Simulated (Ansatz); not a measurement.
## C$_{2}$H$_{6}$ClGeN: a changed input and its effect

System: C$_{2}$H$_{6}$ClGeN, SMILES C[N](C)[Ge][Cl].
Method of the first run: RKS revPBE-D4/def2-TZVPP (Ansatz 0.2.0).

The geometry comes from this level: PBE0-D4/def2-TZVP. Text and figures count atoms from 1; the logs count them from 0 in places.

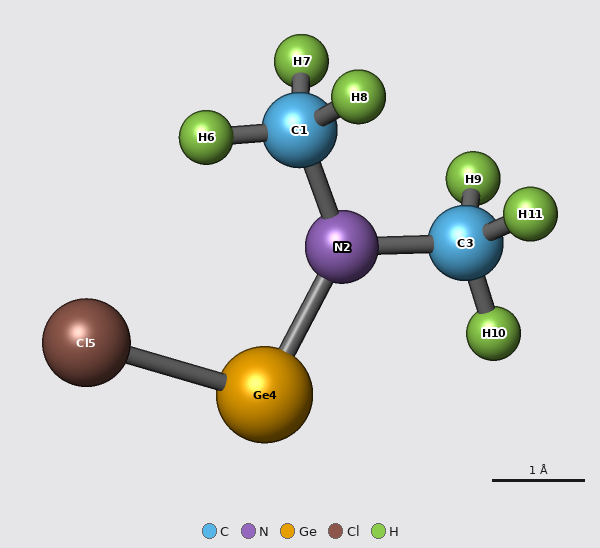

The structure (ball-and-stick view, seen at a tilt; atoms are numbered from 1 in the order of the input). Sticks mark near contacts. Bond lengths as drawn: Cl–Ge 2.21 Å, C–H 1.09 to 1.10 Å, C–N 1.44 to 1.45 Å and Ge–N 1.82 Å.

**Input file, the first run**
```yaml
crystal:
  periodic: [false, false, false]
  atoms:
    - {symbol: C, position_ang: [-0.997737, -0.003721, 0.582835]}
    - {symbol: N, position_ang: [0.187168, 0.192045, -0.213641]}
    - {symbol: C, position_ang: [1.116477, -0.912051, -0.133638]}
    - {symbol: Ge, position_ang: [0.673952, 1.589502, -1.278852]}
    - {symbol: Cl, position_ang: [-1.087190, 2.900680, -0.993058]}
    - {symbol: H, position_ang: [-1.665249, 0.851120, 0.491417]}
    - {symbol: H, position_ang: [-0.736150, -0.133727, 1.640737]}
    - {symbol: H, position_ang: [-1.535358, -0.905214, 0.262272]}
    - {symbol: H, position_ang: [1.455815, -1.071508, 0.897439]}
    - {symbol: H, position_ang: [1.997887, -0.719309, -0.752846]}
    - {symbol: H, position_ang: [0.655787, -1.844816, -0.482065]}
basis:
  gaussian: {orbitals: def2-TZVPP}
hamiltonian: {xc: {name: revPBE}, dispersion: d4}
output: {orbitals: {seedname: orbitals}}
```

Launched with:
```bash
ansatz run in.yaml --threads 4 --pin off --events-out ev --progress --plain --max-ram 10444MiB
```

Hardware: 4 threads of Intel Xeon @ 2.50GHz, 180 GiB of memory available, shared host.

**Output (the first run)**
```
Functional definition: revPBE
  parameter kappa = 1.245
  parameter beta = 0.06672455060314922
  exchange = pbe_x(kappa = kappa, mu = beta*pi^2/3)
  correlation = pbe_c(beta = beta)
1521 factors; their error is unknown
mean field evaluation 1: about -72682.9633 eV, gradient 8.2e1 eV
mean field evaluation 2: about -72583.4550 eV, gradient 2.0e2 eV
mean field evaluation 4: about -72696.3506 eV, gradient 3.1e1 eV
mean field evaluation 8: about -72698.3169 eV, gradient 2.2e-1 eV
mean field evaluation 16: about -72698.2843 eV, gradient 4.2e-4 eV
mean field -72698.28433452 eV, -2671.6126726268 hartree, gradient 6.1e-5 eV, S^2 0.000000; 0 other end points of the search recorded, 0 dependent functions left out
reference -72698.28438912 eV, -2671.6126746330 hartree; 37, 37 occupied and 230, 230 virtual orbitals, 1521 factors
Total energy: -72699.14389978 eV, -2671.6442610672 hartree
```

The input of the second run differs as follows (lines with − go, lines with + come):
```diff
-hamiltonian: {xc: {name: revPBE}, dispersion: d4}
+hamiltonian: {xc: lda}
```

What does this change do to the results?

The total energies belong to different models, so their difference says nothing on which is more stable or more accurate. The HOMO goes from −5.85 to −6.04 eV. The LUMO goes from −2.36 to −2.63 eV. On the same kind of shared host the second run took about 0.61 times as long.

**Output (the second run)**
```
Functional definition: SPW92
  exchange = slater_x
  correlation = pw_c
1521 factors; their error is unknown
mean field evaluation 1: about -72529.8702 eV, gradient 8.9e1 eV
mean field evaluation 2: about -72405.1912 eV, gradient 2.3e2 eV
mean field evaluation 4: about -72543.6525 eV, gradient 4.1e1 eV
mean field evaluation 8: about -72547.2379 eV, gradient 2.4e-1 eV
mean field evaluation 16: about -72547.2077 eV, gradient 4.7e-4 eV
mean field -72547.20767199 eV, -2666.0607076820 hartree, gradient 5.2e-5 eV, S^2 0.000000; 0 other end points of the search recorded, 0 dependent functions left out
reference -72547.20771224 eV, -2666.0607091613 hartree; 37, 37 occupied and 230, 230 virtual orbitals, 1521 factors
Total energy: -72547.20771224 eV, -2666.0607091613 hartree
```

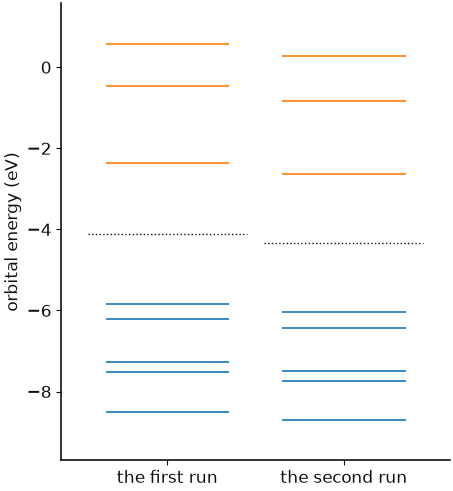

The five highest filled and three lowest empty orbital energies of the two runs; the dotted lines part filled from empty levels. The HOMO–LUMO gap is 3.49 eV in the first run and 3.41 eV in the second run.

**The two runs side by side**

| quantity | the first run | the second run |
| --- | --- | --- |
| outcome | converged | converged |
| total energy (hartree) | −2671.644261 | −2666.060709 |
| HOMO (eV) | −5.85 | −6.04 |
| LUMO (eV) | −2.36 | −2.63 |
| basis functions | 267 | 267 |
| wall time (shared host) | 8 s | 4.9 s |
